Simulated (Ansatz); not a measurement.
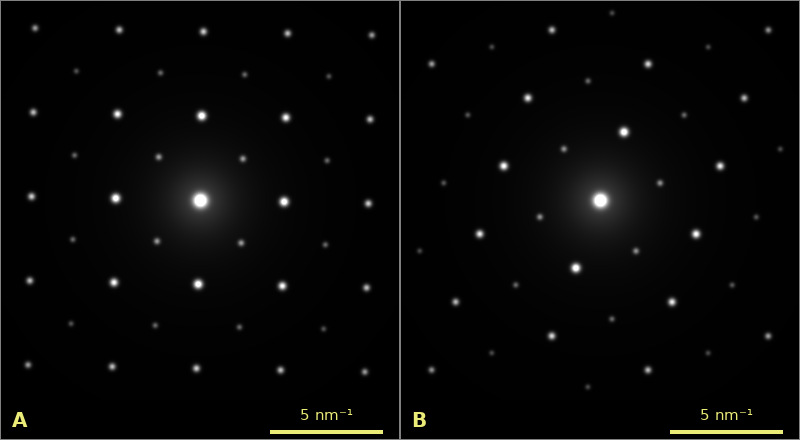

Kinematic electron diffraction patterns (300 kV, B = 0.5 Å², same scale, each along a low-index zone) of two structures of composition AsI, each relaxed at zero pressure with DFT PBE, scalar-relativistic, plane waves, PAW (Ansatz 0.2.0).

The structures (standard cells):
1. Pm-3m (No. 221), a = 3.732 Å, 2 atoms; generated start, possibly hypothetical
2. Fm-3m (No. 225), a = 6.162 Å, 8 atoms; generated start, possibly hypothetical

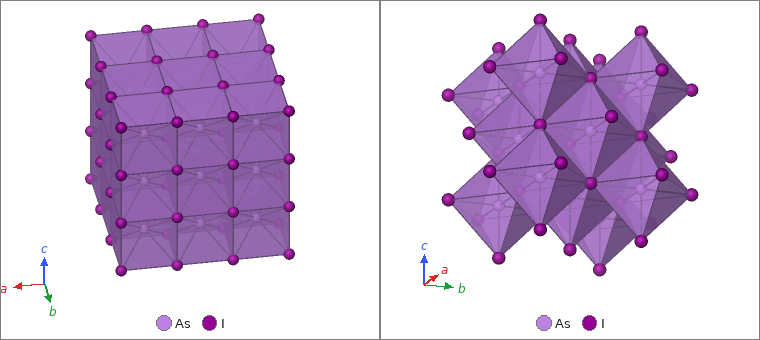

Drawings of the structures 1 to 2, from left to right (each may span several cells).

Q: Which pattern belongs to which structure, and along which zone?

A: A is structure 1 along [001] or an equivalent direction: square net of 1 0 0 at d = 3.73 Å and 0 1 0 at d = 3.73 Å, 90.0° apart. B is structure 2 along [110] or an equivalent direction: centred rectangular net of -1 1 -1 at d = 3.56 Å and -1 1 1 at d = 3.56 Å, 70.5° apart.

Q: Rank the structures by their computed energy.

A: Structure 2 (Fm-3m, 29.25 Å³ an atom) is the lowest of these; structure 1 (Pm-3m, 25.99 Å³ an atom) lies about 200 meV an atom higher. These are static energies at 0 K; other structures, not shown, may lie lower still.
